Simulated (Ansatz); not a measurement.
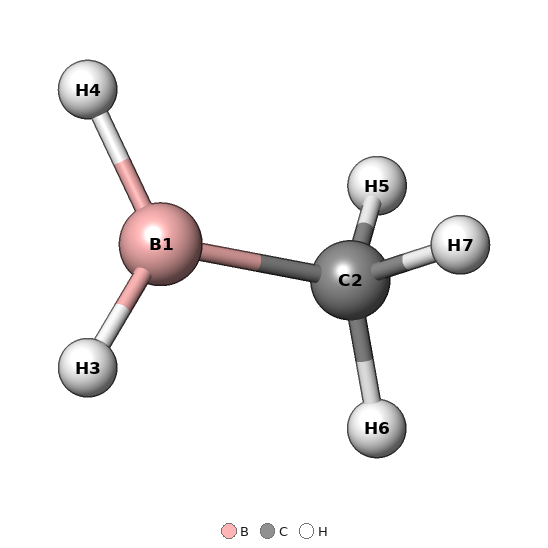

Harmonic vibrations computed with RKS PBE0-D4/def2-TZVP (Ansatz 0.2.0) at a stationary point of the same level.

> How many imaginary frequencies does it have?

A minimum: no imaginary frequency, and the lowest mode lies at 171 cm⁻¹.

> How many vibrational modes are there, and where do they lie?

15 modes: 171, 542, 680, 984, 1059, 1080, 1240, 1317, 1417, 1467, 2569, 2643, 2987, 3093, 3145 cm⁻¹.
